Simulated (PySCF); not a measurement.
CHF₃K, charge +1, SMILES `[K+].FC(F)F`.

Level of theory: BHandHLYP/def2-SVP (PySCF), at a geometry from GFN2-xTB. The pair's geometry is semi-empirical, so its contact may be too short or too long. GFN2-xTB bond lengths at metals and heavier atoms can be off by up to 0.1 Å and shapes distorted, which carries into these values. Without diffuse functions Rydberg states are missing, so the states' numbers hold for this basis only.

Geometry (Å), atoms numbered from 1:

```
K1       2.2158   -0.0013    0.0000
F2      -1.0999    1.1719   -0.3938
C3      -1.6042   -0.0036   -0.0000
F4      -1.1048   -0.9234   -0.8159
F5      -1.1032   -0.2413    1.2097
H6      -2.7047   -0.0165    0.0001
```

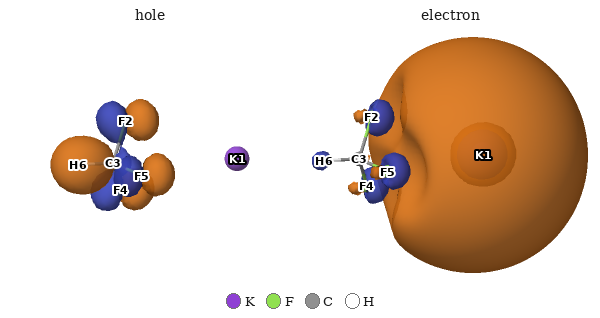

Leading natural transition orbital pair of S₁ (TDA singlet states); the surfaces enclose about 85 % of each orbital's density.

**Give its energy and the atoms that hole and electron lie on.**

10.66 eV (116 nm), f = 0.059, partly diffuse acceptor orbital, which a basis without diffuse functions describes poorly; the leading pair carries 100 %; hole on C3 (21 %), F2, F4 and F5 (20 % each) and H6 (19 %), electron on K1 (92 %) (atom shares of so diffuse an orbital are rough); their centroids lie 3.5 Å apart. In canonical orbitals it is mainly HOMO → LUMO (96 %). The HOMO–LUMO gap is 12.40 eV.
